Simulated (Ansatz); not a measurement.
# C2H2FGa (SMILES F[CH][CH+][Ga]) (charge +1, doublet): what the fields show

Input

```
crystal:
  periodic: [false, false, false]
  atoms:
    - {symbol: C, position_ang: [-0.363092, -1.454176, 0.196329]}
    - {symbol: C, position_ang: [-1.586650, -0.961354, 0.454938]}
    - {symbol: F, position_ang: [-0.199746, -2.409681, -0.663188]}
    - {symbol: Ga, position_ang: [-1.817450, 0.481137, 1.754486]}
    - {symbol: H, position_ang: [0.578211, -1.124808, 0.654225]}
    - {symbol: H, position_ang: [-2.509471, -1.315437, -0.022910]}
basis:
  gaussian:
    orbitals: def2-TZVPD
total_charge: 1
magnetization:
  spin_polarized: true
  initial_magnetization: 1
hamiltonian:
  xc: {name: PBE0}
output: {forces: true, orbitals: {seedname: orbitals}}
```

Command:

```sh
ansatz run input.yaml --threads 1 --pin off --max-ram 2610MiB --events-out events.jsonl --progress --plain --runs-dir runs
```

Geometry: PBE0-D3(BJ)/def2-SVP.

Method: Ansatz, isolated molecule in a Gaussian basis; Kohn-Sham density functional theory, functional PBE0.

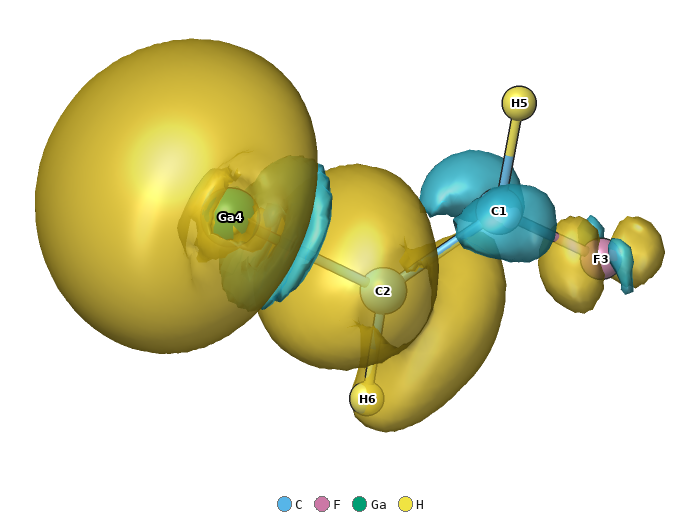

Figure 1. Isosurfaces of the spin density at +0.015 (yellow) and −0.015 e/Å³ (cyan), seen at a tilt.

> Describe the spin distribution.

The unpaired spin (1 electron) lies mostly on Ga4 (about 0.7) and C2 (about 0.3), in electrons by Hirshfeld's partition.

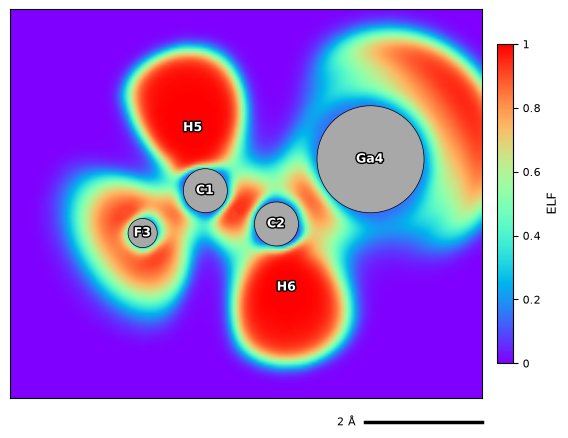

Figure 2. Electron localisation function on the molecular plane. Grey discs cover the atomic cores.

> Describe what can be read from this map.

The section cuts through C, F, Ga and H sites. C–F (1.30 Å): the ELF peaks at about 0.85 between the atoms, as expected for a polar covalent bond. C–C (1.34 Å): the ELF peaks at about 0.95 between the atoms (a short, multiple covalent bond). C–Ga (1.96 Å): the ELF peaks at about 0.85 in the valence shell of C, 0.7 Å from its nucleus, and is about 0.50 at the midpoint. C–H (1.10 Å): the ELF climbs to about 1 towards the hydrogen, as it does in any bond to H: a covalent bond by its length. The ELF also peaks beside F3, away from the bonds: non-bonding electrons, paired or unpaired.

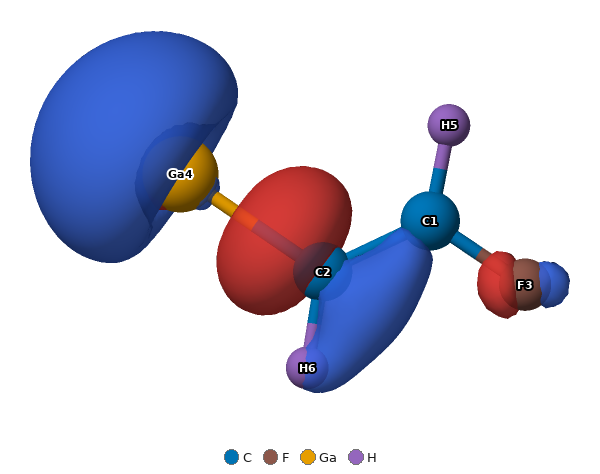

Figure 3. The LUMO (β) at ±0.15 Å⁻³ᐟ² (blue and red are the two phases), seen at a tilt.

> Where does this orbital lie, and at what energy?

It lies mainly on Ga4 (about 65 %) and C2 (about 25 %); it is symmetric in the molecular plane (an in-plane orbital: σ, lone-pair or in-plane π type). Its energy is −10.09 eV.
